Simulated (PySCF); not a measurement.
# C7H8OS: what the fields show

Input file:

```
{"job": {"kind": "nmr", "xc": "PBE0", "basis": "pcSseg-1"}, "charge": 0, "multiplicity": 1}
C      3.400848    -0.448987    -1.214065
C      2.450735    -0.222291    -0.523354
C      1.283991     0.065744     0.284676
C      0.383153     1.082984    -0.398781
S     -0.796935     1.854523     0.810996
O     -0.042788     1.998829     2.057120
C     -1.858534     0.324068     1.094914
C     -2.378715    -0.194412    -0.132611
C     -2.770619    -0.604832    -1.188026
H      4.242096    -0.655212    -1.805365
H      0.744639    -0.868282     0.466293
H      1.603666     0.481996     1.247511
H     -0.211692     0.656426    -1.203027
H      0.974417     1.913367    -0.785625
H     -2.659344     0.658185     1.755996
H     -1.237247    -0.400466     1.620335
H     -3.134668    -0.980149    -2.096898
```

Launched as:

```sh
OMP_NUM_THREADS=1 python probes_run.py task.json out
```

Geometry: GFN2-xTB.

All numbers below come from PySCF, PBE0/pcSseg-1, SCF density, gas phase, non-relativistic.

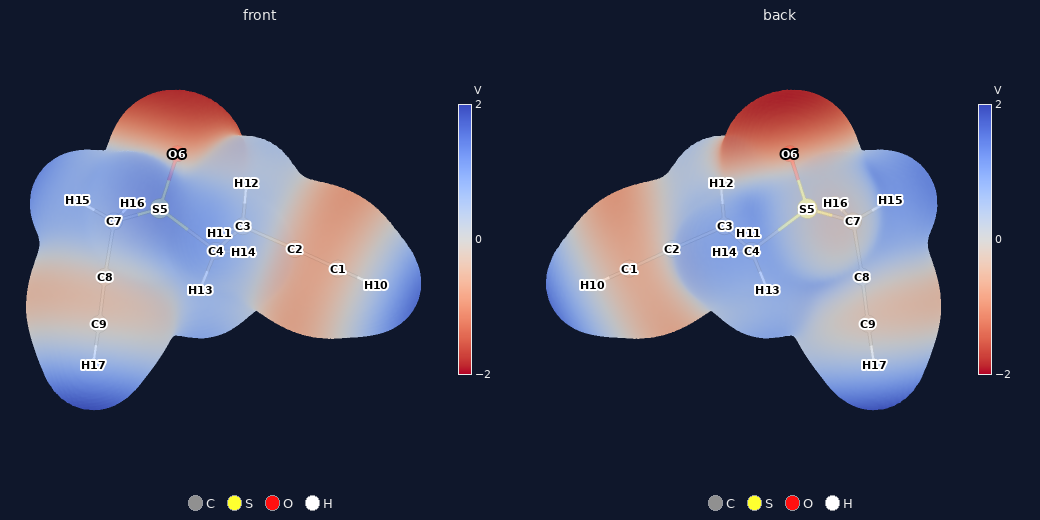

Figure 1. The molecular electrostatic potential painted on the density surface at 0.002 e/bohr³, seen from the front and from behind; the colour scale runs from red (negative) to blue (positive).

Q: Where is the surface potential most negative and most positive?

A: The most negative region (about −1.9 V, or −44 kcal/mol for a unit charge) lies over O6, the most positive (about +1.8 V, or +42 kcal/mol for a unit charge) over H17. O6 is the likeliest acceptor of a hydrogen bond.

Q: How polar is the molecule by this calculation?

A: Its dipole moment is 3.11 D.

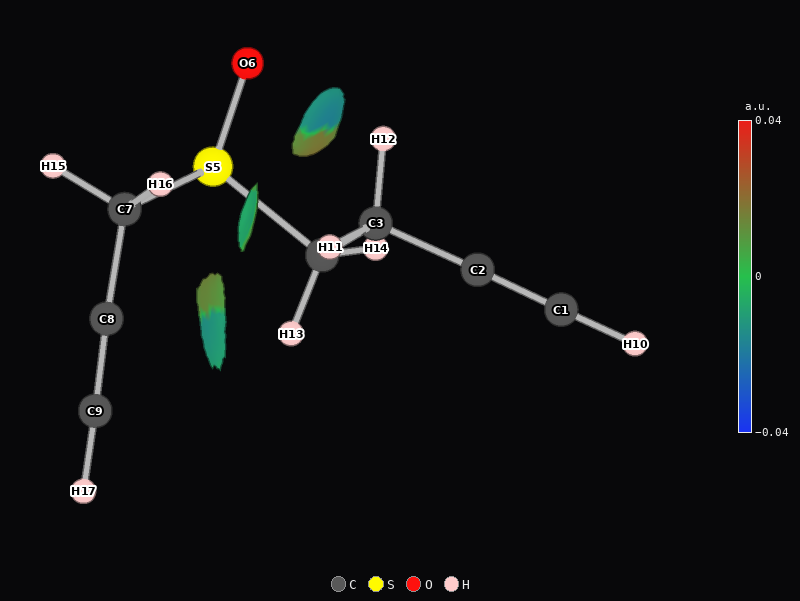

Figure 2. Non-covalent interaction (NCI) plot: the surface where the reduced density gradient is 0.5, for densities under 0.05 a.u., coloured by sign(λ₂)ρ; seen across its widest extent.

Q: Identify the weak interactions.

A: Between H13 and C4 on one side and C8 and C7 on the other: a weak contact, attractive (blue-green) on one side and crowded (olive to red) on the other; between H11 and C3 on one side and H16 and C7 on the other: a weak contact, attractive (blue-green) on one side and crowded (olive to red) on the other; between H12 and C3 on one side and O6 and S5 on the other: a weak contact, attractive (blue-green) on one side and crowded (olive to red) on the other.

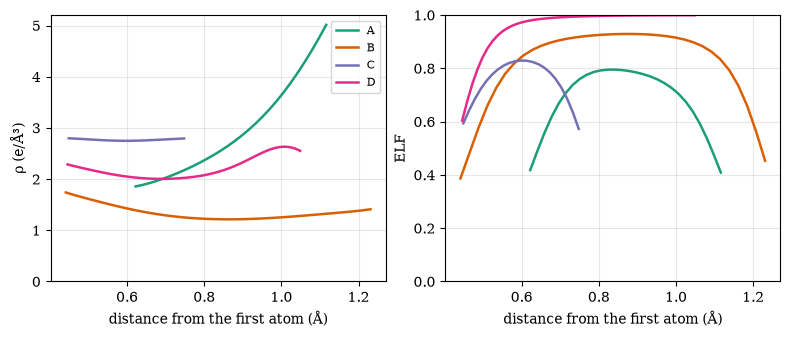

Figure 3. Total electron density and electron localisation function along straight lines between neighbouring atoms. The curves leave out the atomic cores.

Q: Which curve belongs to which contact (C–C, C–H, C–S and S–O)? The first atom named is at distance zero.

A: Curve A: S–O (1.46 Å): the density is about 2.1 e/Å³ at the midpoint; the ELF peaks at about 0.80 between the atoms (a polar covalent bond). Curve B: C–S (1.86 Å): the density is about 1.2 e/Å³ at the midpoint; the ELF peaks at about 0.95 between the atoms (a covalent bond). Curve C: C–C (1.20 Å): the density is about 2.7 e/Å³ at the midpoint; the ELF peaks at about 0.85 between the atoms; a short, multiple covalent bond. Curve D: C–H (1.05 Å): ρ is about 2.1 e/Å³ halfway; the ELF climbs to about 1 towards the hydrogen, as it does in any bond to H; a covalent bond by its length.
